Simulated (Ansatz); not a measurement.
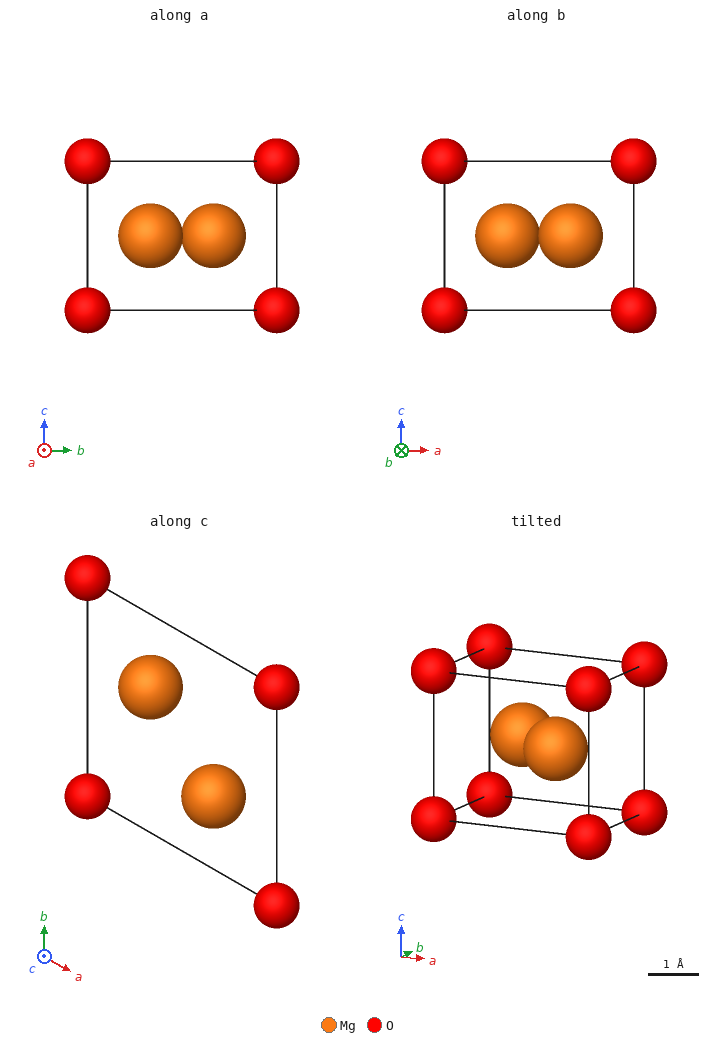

The image is a spheres-only drawing of a crystal, viewed along the a axis, along the b axis, along the c axis and slightly off an axis. Lines trace the edges of the conventional unit cell.

Lattice parameters: a = 4.434 Å, b = 4.434 Å, c = 3.028 Å, α = 90.00°, β = 90.00°, γ = 120.00°. Put a along x and b in the xy plane.

Question: Give the structure in the form of a POSCAR file.

Answer:
```
Mg O
1.0
     4.434    0.000    0.000
    -2.217    3.840    0.000
     0.000    0.000    3.028
Mg O
2 1
Direct
  0.3333 0.6667 0.5000
  0.6667 0.3333 0.5000
  0.0000 0.0000 0.0000
```

Origin of the cell: a structure type filled with these elements by a generator (whether the compound takes this form wasn't checked). The picture shows the end point of a geometry optimisation with DFT PBE, scalar-relativistic, plane waves, PAW (Ansatz 0.2.0).
